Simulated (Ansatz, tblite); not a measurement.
# Tetraphenylborate (C24H20B−): which spin state is lowest

Aim: set other spin states of tetraphenylborate (C24H20B−) against its singlet, on many levels of theory.

The runs use Ansatz 0.2.0, Gaussian basis; as each input shows.

Levels to be run: triplet, at the geometry of the singlet (GFN1-xTB, GFN2-xTB, PBE0-D4/def2-TZVP, PBE-D4/def2-TZVP); the singlet's energies come from earlier runs.

## 1. The structure

The geometry is that of the singlet, from an earlier relaxation (PBE-D4/def2-SVP).

SMILES `c1ccc([B-](c2ccccc2)(c2ccccc2)c2ccccc2)cc1`, 45 atoms, charge -1, spin multiplicity 1.

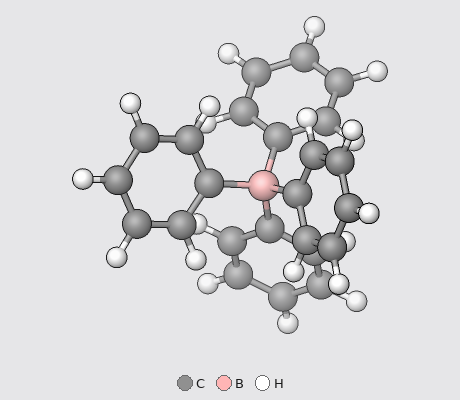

The geometry (carbon grey, boron pink, hydrogen white).

The ion is computed in the gas phase, without counter-ions or solvent.

## 2. Triplet at the fixed geometry, GFN1-xTB

Tight binding, by tblite at 300 K electronic temperature and without a spin-polarisation term:

```python
tblite.interface.Calculator('GFN1-xTB', numbers, positions, charge=-1, uhf=2).singlepoint()
```

Energy -1714.9176 eV; 0.14 s.

## 3. Triplet at the fixed geometry, GFN2-xTB

Tight binding, by tblite at 300 K electronic temperature and without a spin-polarisation term:

```python
tblite.interface.Calculator('GFN2-xTB', numbers, positions, charge=-1, uhf=2).singlepoint()
```

Energy -1709.8492 eV; 0.12 s.

## 4. Triplet at the fixed geometry, PBE0-D4/def2-TZVP

in.yaml reads:

```yaml
crystal:
  periodic: [false, false, false]
  atoms:
    - {symbol: C, position_ang: [-2.507088, -3.123081, 2.078783]}
    - {symbol: C, position_ang: [-3.110946, -2.134908, 1.283947]}
    - {symbol: C, position_ang: [-2.320287, -1.191107, 0.608274]}
    - {symbol: C, position_ang: [-0.906748, -1.189386, 0.685528]}
    - {symbol: B, position_ang: [-0.000334, -0.000056, 0.000255]}
    - {symbol: C, position_ang: [0.044319, 1.151351, 1.174149]}
    - {symbol: C, position_ang: [-0.969196, 2.131651, 1.299891]}
    - {symbol: C, position_ang: [-1.003790, 3.047899, 2.363744]}
    - {symbol: C, position_ang: [-0.013623, 3.012301, 3.359310]}
    - {symbol: C, position_ang: [0.998035, 2.041667, 3.273759]}
    - {symbol: C, position_ang: [1.016817, 1.133386, 2.202741]}
    - {symbol: C, position_ang: [-0.635288, 0.552900, -1.412816]}
    - {symbol: C, position_ang: [-1.306864, -0.304094, -2.317582]}
    - {symbol: C, position_ang: [-1.751900, 0.129275, -3.577184]}
    - {symbol: C, position_ang: [-1.532746, 1.454964, -3.986299]}
    - {symbol: C, position_ang: [-0.855403, 2.327962, -3.119132]}
    - {symbol: C, position_ang: [-0.417468, 1.877227, -1.863167]}
    - {symbol: C, position_ang: [1.496732, -0.515049, -0.446192]}
    - {symbol: C, position_ang: [2.607617, 0.361391, -0.489227]}
    - {symbol: C, position_ang: [3.863088, -0.036290, -0.977160]}
    - {symbol: C, position_ang: [4.054411, -1.344008, -1.452689]}
    - {symbol: C, position_ang: [2.968745, -2.235093, -1.438864]}
    - {symbol: C, position_ang: [1.720337, -1.820023, -0.947331]}
    - {symbol: C, position_ang: [-0.332195, -2.188659, 1.507333]}
    - {symbol: C, position_ang: [-1.107036, -3.140395, 2.190192]}
    - {symbol: H, position_ang: [-3.121476, -3.868427, 2.610366]}
    - {symbol: H, position_ang: [-4.209823, -2.098572, 1.191429]}
    - {symbol: H, position_ang: [-2.817613, -0.419280, -0.002327]}
    - {symbol: H, position_ang: [-1.762677, 2.173282, 0.535343]}
    - {symbol: H, position_ang: [-1.812393, 3.796631, 2.418276]}
    - {symbol: H, position_ang: [-0.033355, 3.729842, 4.196172]}
    - {symbol: H, position_ang: [1.779455, 1.991215, 4.051092]}
    - {symbol: H, position_ang: [1.815779, 0.374513, 2.162108]}
    - {symbol: H, position_ang: [-1.482790, -1.351836, -2.022350]}
    - {symbol: H, position_ang: [-2.273562, -0.574601, -4.247882]}
    - {symbol: H, position_ang: [-1.881282, 1.802602, -4.972838]}
    - {symbol: H, position_ang: [-0.664997, 3.370556, -3.425970]}
    - {symbol: H, position_ang: [0.119892, 2.578658, -1.203533]}
    - {symbol: H, position_ang: [2.479594, 1.395818, -0.129444]}
    - {symbol: H, position_ang: [4.700891, 0.681598, -0.988587]}
    - {symbol: H, position_ang: [5.037840, -1.663718, -1.835102]}
    - {symbol: H, position_ang: [3.096191, -3.263755, -1.817043]}
    - {symbol: H, position_ang: [0.880767, -2.534827, -0.954954]}
    - {symbol: H, position_ang: [0.764587, -2.216819, 1.617565]}
    - {symbol: H, position_ang: [-0.614241, -3.902695, 2.817457]}
basis:
  gaussian: {orbitals: def2-TZVP, fitting: {mean_field: def2-universal-jkfit}}
total_charge: -1
magnetization: {spin_polarized: true, initial_magnetization: 2}
hamiltonian: {xc: pbe0, dispersion: d4}
scf: {omitted_lower_state_checks: [starts]}
output: {orbitals: {seedname: orbitals}}
```

The run is started by

```bash
ansatz run in.yaml --threads 2 --pin off --events-out ev --progress --plain --max-ram 22528MiB --backend cuda --devices 0, --max-vram 18GiB
```

What it wrote:

```text
Functional definition: PBE0
  name "PBE0"
  cite "Adamo & Barone, J. Chem. Phys. 110, 6158 (1999) doi:10.1063/1.478522"
  cite "Perdew, Burke & Ernzerhof, Phys. Rev. Lett. 77, 3865 (1996) doi:10.1103/PhysRevLett.77.3865"
  parent pbe
  parameter a = 0.25
  parameter kappa = 0.804
  parameter beta = 0.06672455060314922
  exchange = (1 - a)*pbe_x(kappa = kappa, mu = beta*pi^2/3) + a*exact_x
  correlation = pbe_c(beta = beta)
these checks for a lower state are left out or cut short: starts
2235 factors; integrals over basis functions are off by at most 3.0e-1 eV
mean field evaluation 1: about -25838.7412 eV, gradient 7.2e1 eV
mean field evaluation 2: about -25824.4467 eV, gradient 8.6e1 eV
mean field evaluation 4: about -25861.5208 eV, gradient 2.3e1 eV
mean field evaluation 8: about -25865.2131 eV, gradient 7.7e-1 eV
mean field evaluation 16: about -25865.2201 eV, gradient 4.4e-1 eV
mean field evaluation 32: about -25865.7762 eV, gradient 7.7e-6 eV
mean field -25865.77624218 eV, -950.5497444472 hartree, gradient 7.7e-6 eV, S^2 2.045890; 0 other end points of the search recorded, 0 dependent functions left out
reference -25865.77631308 eV, -950.5497470529 hartree; 86, 84 occupied and 809, 811 virtual orbitals, 2235 factors
Total energy: -25867.50536716 eV, -950.6132886181 hartree
Checks for a lower state left out: starts
```

Wall time 73 s (1 × H100 (card shared with other runs) with 2 threads of AMD EPYC 7R13, shared host); peak host memory 1.6 GiB.

From the report: HOMO 0.70 eV, LUMO -0.85 eV (over both spins; with the spin held, an empty level of the minority spin lies below the top filled one); ⟨S²⟩ 2.046 (pure: 2.00). Doubts: highest occupied level lies above zero.

## 5. Triplet at the fixed geometry, PBE-D4/def2-TZVP

start.molden holds the orbitals of an earlier run on this state, given as this run's starting guess.

Changes to in.yaml since step 4:

```diff
@@ -49,6 +49,6 @@
 basis:
-  gaussian: {orbitals: def2-TZVP, fitting: {mean_field: def2-universal-jkfit}}
+  gaussian: {orbitals: def2-TZVP, fitting: {mean_field: def2-universal-jkfit}, initial_orbitals: start.molden}
 total_charge: -1
 magnetization: {spin_polarized: true, initial_magnetization: 2}
-hamiltonian: {xc: pbe0, dispersion: d4}
+hamiltonian: {xc: pbe, dispersion: d4}
 scf: {omitted_lower_state_checks: [starts]}
```

Same command.

What it wrote:

```text
Functional definition: PBE
  name "PBE"
  cite "Perdew, Burke & Ernzerhof, Phys. Rev. Lett. 77, 3865 (1996) doi:10.1103/PhysRevLett.77.3865"
  parent pbe
  parameter kappa = 0.804
  parameter beta = 0.06672455060314922
  exchange = pbe_x(kappa = kappa, mu = beta*pi^2/3)
  correlation = pbe_c(beta = beta)
these checks for a lower state are left out or cut short: starts
2235 factors; integrals over basis functions are off by at most 3.0e-1 eV
mean field evaluation 1: about -25862.7984 eV, gradient 1.3e1 eV
mean field evaluation 2: about -25863.2881 eV, gradient 7.2e-1 eV
mean field evaluation 4: about -25863.3565 eV, gradient 4.6e-1 eV
mean field evaluation 8: about -25863.3883 eV, gradient 3.5e-2 eV
mean field evaluation 16: about -25863.3886 eV, gradient 2.0e-5 eV
mean field -25863.38857945 eV, -950.4619994602 hartree, gradient 3.6e-6 eV, S^2 2.007418; 0 other end points of the search recorded, 0 dependent functions left out
reference -25863.38867736 eV, -950.4620030583 hartree; 86, 84 occupied and 809, 811 virtual orbitals, 2235 factors
Total energy: -25865.36945297 eV, -950.5347952197 hartree
Checks for a lower state left out: starts
```

It took 54 s on 1 × H100 (card shared with other runs) with 2 threads of AMD EPYC 7R13, shared host; peak host memory 1.6 GiB.

From the report: HOMO 1.56 eV, LUMO -1.94 eV (over both spins; with the spin held, an empty level of the minority spin lies below the top filled one); ⟨S²⟩ 2.007 (pure: 2.00). Doubts: highest occupied level lies above zero.

## 6. Triplet less singlet, vertical

The singlet's energies are those of its earlier runs, whose logs aren't repeated here.

| level | triplet less singlet, vertical (eV) | time |
| --- | --- | --- |
| GFN1-xTB | +3.816 | 0.22 s |
| GFN2-xTB | +3.640 | 0.17 s |
| PBE-D4/def2-TZVP | +3.770 | 67 s |
| PBE0-D4/def2-TZVP | +3.952 | 83 s |

Times add the two runs; a level without a time comes out of a correlated run. Tight binding without a spin term can't rank spin states.

## 7. Results

| quantity | value |
| --- | --- |
| triplet less singlet, vertical, functionals in def2-TZVP | +3.770 (PBE-D4) to +3.952 eV (PBE0-D4) |

All functionals put the triplet above the singlet, over a spread of 0.182 eV. The checks for a lower triplet were left out, so another state of that spin may lie lower. These are electronic energies, without zero-point motion, entropy or surroundings.
